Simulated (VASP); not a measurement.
Energy against volume of ZnSe (zinc blende). Method: PBEsol GGA, VASP's PBE PAW potentials (set 64) (plane waves; VASP).

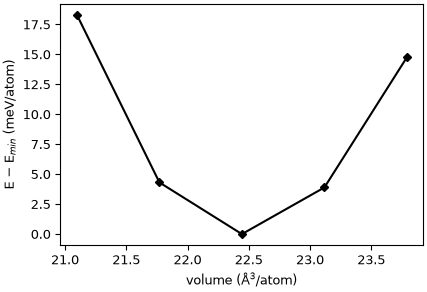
*Energy against volume*

Question: Estimate the equilibrium volume and the bulk modulus.

Answer: The minimum lies near 22.4 Å³/atom, and the curvature gives B0 of about 65 GPa.

Measured: bulk modulus 62.4 GPa (computed value off by +4.1 %), as given by Cormac Toher et al., Physical Review Materials (2017), arXiv:1611.05714; a 5.668 Å (computed value off by -0.5 %), as given by Martin Albrecht et al., Physical review. B, Condensed matter (1997), arXiv:cond-mat/9706128. The calculation is for a static lattice, while the measured bulk modulus, a hold thermal and zero-point effects, which are part of the difference.

The compound is ZnSe in the zinc blende structure. It was relaxed first.
